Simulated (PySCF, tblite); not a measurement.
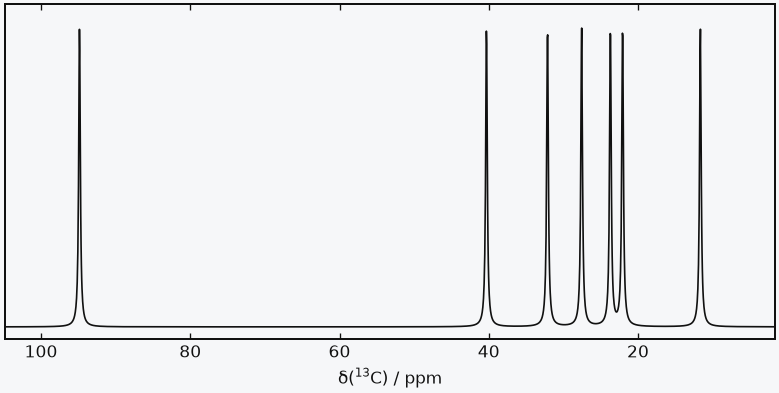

GIAO shifts, PBE0/pcSseg-1 in PySCF, at a GFN2-xTB geometry (a minimum by its frequencies), against TMS for ¹³C computed at the same level. Gas phase, fully decoupled, line heights follow the number of nuclei, widths are arbitrary (no quadrupolar broadening); values of one conformer, averaged over methyl-type rotors and exact or near symmetry; other conformers aren't averaged in.

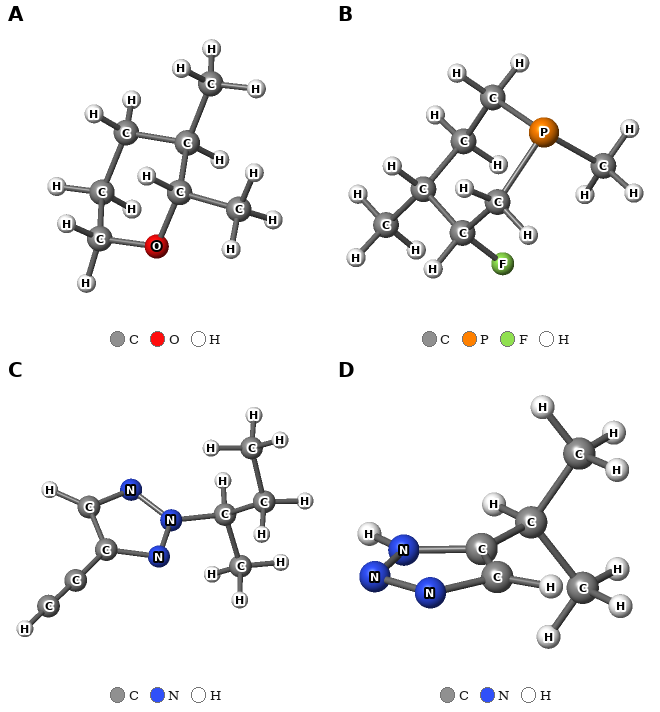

> Which molecule was computed? Choose among the lettered structures.

Structure B, C₇H₁₄FP, SMILES C[C@@H]1CCP(C)C[C@@H]1F. Its ¹³C signals: 94.8 (1 C), 40.3 (1 C), 32.1 (1 C), 27.6 (1 C), 23.7 (1 C), 22.1 (1 C), 11.6 (1 C) ppm.

Note: the tight-binding geometry is rougher than a DFT one and adds to the error.
